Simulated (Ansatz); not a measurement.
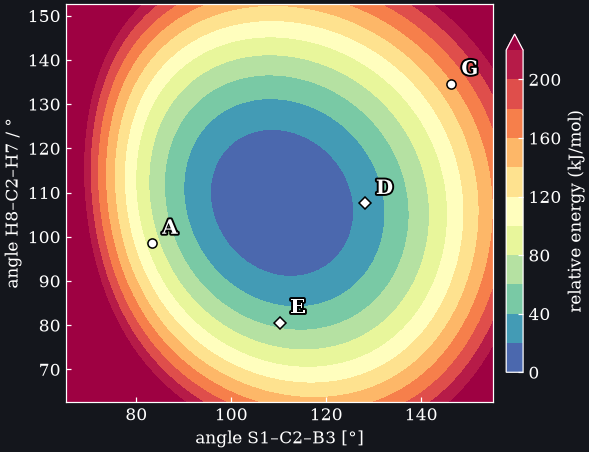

CH5AlBNS, SMILES SC[B]1[NH][AlH]1. First axis: angle S1–C2–B3. Second axis: angle H8–C2–H7. Nothing is relaxed (all other coordinates rigid). Grid: 11 × 11 points. Points are written as (first, second). Energies: kJ/mol, counted from the lowest grid point. Method: RKS B3LYP-D4/def2-SVP (Ansatz 0.2.0).

Drawn: filled contours, one colour for all values above the top of the scale, lettered points. Between grid points the surface is interpolated.

**Is D the lowest point of the computed grid?**

No. D lies 27 kJ/mol above the lowest grid point, which is at (110.2°, 107.6°).

**What kind of point is each of A, D, E, G: minimum, saddle, maximum or slope?**

A: on a slope; D: on a slope; E: on a slope; G: on a slope. (In these two coordinates alone; a stationary point may lie a little off the grid point.)

**Rank the lettered points by energy, lowest first.**

D (27 kJ/mol), E (55 kJ/mol), A (91 kJ/mol), G (157 kJ/mol).
